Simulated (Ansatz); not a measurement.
# CH5GaO2 (SMILES [CH3][Ga]([OH])[OH]): HF/cc-pVDZ

Aim: the electronic atomisation energy of CH5GaO2 at HF/cc-pVDZ, from 5 runs. 

The results are computed with Ansatz 0.2.0.

80 further runs of the same task are left out: 3 that didn't finish, 77 set aside as unsound or not needed. Runs told in other sessions of the task aren't counted.

### 1 The system as given

CH5GaO2 has 9 atoms, charge 0, and is taken as a singlet. As SMILES, `[CH3][Ga]([OH])[OH]`. Geometry: relaxed at PBE0-D4/def2-TZVP. This is one conformer, not always the lowest.

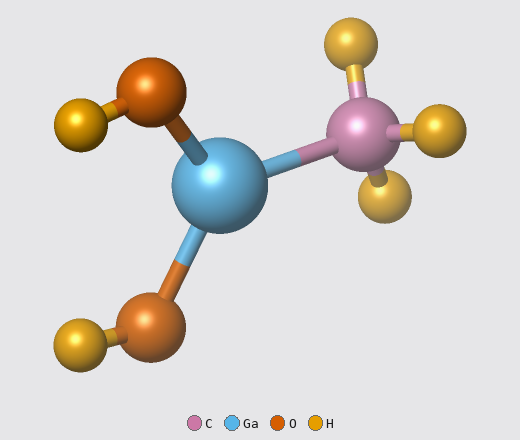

Viewed from a chosen angle; carbon pink, gallium blue, oxygen orange, hydrogen amber.

### 2 The energy at HF/cc-pVDZ

run.yaml reads:

```yaml
crystal:
  periodic: [false, false, false]
  atoms:
    - {symbol: C, position_ang: [0.139500, 0.740600, -1.385600]}
    - {symbol: Ga, position_ang: [-0.022300, -0.180400, 0.314900]}
    - {symbol: O, position_ang: [0.237900, -1.947500, 0.443200]}
    - {symbol: O, position_ang: [-0.435700, 0.706800, 1.814800]}
    - {symbol: H, position_ang: [0.259800, 0.024500, -2.197900]}
    - {symbol: H, position_ang: [1.005300, 1.404900, -1.368100]}
    - {symbol: H, position_ang: [-0.746600, 1.349900, -1.568800]}
    - {symbol: H, position_ang: [0.141200, -2.314500, 1.323600]}
    - {symbol: H, position_ang: [-0.490700, 0.169600, 2.607000]}
basis:
  gaussian:
    orbitals: cc-pVDZ
hamiltonian:
  xc: hf
accuracy: high
output: {orbitals: {seedname: orbitals}}
```

Run with:

```console
$ ansatz run run.yaml --threads 1 --pin off --max-ram 3480MiB --events-out events.jsonl --progress --plain --runs-dir runs
```

Log:

```text
Warning: RAYON_NUM_THREADS=1 ignored (pool sized by the plan → 1); use --threads N
Functional definition: HF
  name "HF"
  exchange = exact_x
  correlation = 0
2140 factors; integrals over basis functions are off by at most 4.7e-9 eV
mean field evaluation 1: about -57514.3376 eV, gradient 5.0e1 eV
mean field evaluation 2: about -57514.4048 eV, gradient 5.0e1 eV
mean field evaluation 4: about -57519.2187 eV, gradient 2.9e0 eV
mean field evaluation 8: about -57519.2590 eV, gradient 1.8e-1 eV
mean field -57519.25920277 eV, -2113.7937877478 hartree, gradient 3.0e-8 eV, S^2 0.000000; 0 other end points of the search recorded, 0 dependent functions left out
reference -57519.25920277 eV, -2113.7937877478 hartree; 29, 29 occupied and 65, 65 virtual orbitals, 2140 factors
Total energy: -57519.25920277 eV, -2113.7937877478 hartree
```

Run time: 4.5 s. Hardware: 1 thread of Arm Neoverse V2, shared host; peak memory 0.29 GiB.

### 3 The C atom, same level

job.yaml reads:

```yaml
crystal:
  periodic: [false, false, false]
  atoms:
    - {symbol: C, position_ang: [0.000000, 0.000000, 0.000000]}
basis:
  gaussian: {orbitals: cc-pVDZ}
magnetization: {spin_polarized: true, initial_magnetization: 2}
hamiltonian: {xc: hf}
accuracy: high
```

Run the same way, it converges to -37.68654 Eh (log not shown).

### 4 The Ga atom, same level

in.yaml reads:

```yaml
crystal:
  periodic: [false, false, false]
  atoms:
    - {symbol: Ga, position_ang: [0.000000, 0.000000, 0.000000]}
basis:
  gaussian:
    orbitals: cc-pVDZ
magnetization:
  spin_polarized: true
  initial_magnetization: 1
hamiltonian:
  xc: hf
accuracy: high
```

Run the same way, it converges to -1923.19220 Eh (log not shown).

### 5 The H atom at the same level

input.yaml reads:

```yaml
crystal:
  periodic: [false, false, false]
  atoms:
    - {symbol: H, position_ang: [0.000000, 0.000000, 0.000000]}
basis:
  gaussian: {orbitals: cc-pVDZ}
hamiltonian: {xc: hf}
magnetization: {spin_polarized: true, initial_magnetization: 1}
accuracy: high
```

Run the same way, it converges to -0.49928 Eh (log not shown).

### 6 The O atom

input.yaml reads:

```yaml
crystal:
  periodic: [false, false, false]
  atoms:
    - {symbol: O, position_ang: [0.000000, 0.000000, 0.000000]}
basis:
  gaussian:
    orbitals: cc-pVDZ
magnetization:
  spin_polarized: true
  initial_magnetization: 2
hamiltonian:
  xc: hf
accuracy: high
```

Run the same way, it converges to -74.79217 Eh (log not shown).

### 7 Summary of results

At HF/cc-pVDZ:

| quantity | value |
| --- | --- |
| molecule: total energy | -2113.79379 Eh |
| molecule: HOMO energy | -11.97 eV |
| molecule: LUMO energy | 2.99 eV |
| molecule: HOMO–LUMO gap | 14.96 eV |
| C atom: total energy | -37.68654 Eh |
| C atom: ⟨S²⟩ | 2.006 |
| Ga atom: total energy | -1923.19220 Eh |
| Ga atom: ⟨S²⟩ | 0.760 |
| H atom: total energy | -0.49928 Eh |
| H atom: ⟨S²⟩ | 0.750 |
| O atom: total energy | -74.79217 Eh |
| O atom: ⟨S²⟩ | 2.004 |
| electronic atomisation energy | 22.703 eV |

What this shows: Taking the molecule apart into free atoms costs 22.70 eV (524 kcal/mol), before zero-point energy and without spin-orbit coupling. Hartree–Fock lacks the correlation of the bonding pairs, which as a rule makes this value much too low; in minimal bases other errors can mask that.
